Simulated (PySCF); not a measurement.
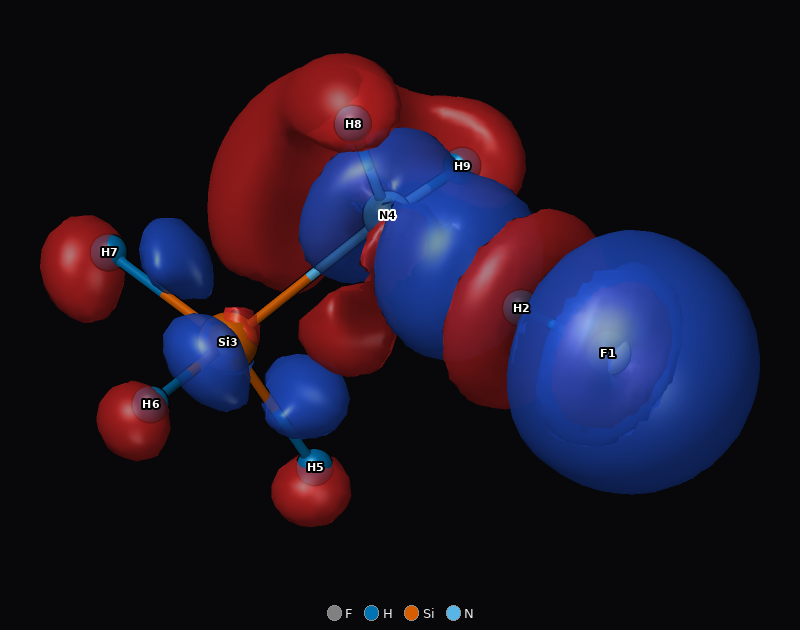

FH6NSi, SMILES `F.[SiH3]N`. Density of the complex less the densities of the two fragments at the same geometry, ±0.006 e/Å³ (blue: gain, red: loss). Fragment A: HF (atoms 1–2); fragment B: SiH5N.

Computed with PySCF, BP86/cc-pVTZ, geometry: GFN2-xTB.

Cartesian coordinates (Å):

```
F1       2.3739   -0.3323    0.0006
H2       1.4724    0.0323    0.0004
Si3     -1.3334   -0.2663    0.0006
N4       0.0640    0.7923    0.0004
H5      -1.1775   -1.0462   -1.2265
H6      -1.1881   -1.0347    1.2264
H7      -2.6030    0.4682   -0.0068
H8       0.1715    1.3808    0.8122
H9       0.1786    1.3731   -0.8233
```

Question: How is the density rearranged on binding?

Answer: Hirshfeld charges show 0.073 e passing from B to A. By Hirshfeld charges, electrons gather most on F1 (−0.076 e) and leave Si3 most (+0.023 e); 0.19 e is displaced in all, which induces a dipole of 1.58 D.

Question: What is the interaction energy, and which contacts carry it?

Answer: The counterpoise-corrected interaction energy of the frozen fragments is −10.6 kcal/mol without dispersion correction and −11.9 kcal/mol with D3(BJ). The pair geometry is semi-empirical, not a minimum at this level. Contacts: H2···N4, hydrogen bond, 1.60 Å, ρ = 0.070 a.u. The pose is a local one from a semi-empirical search, not shown to be the most stable.
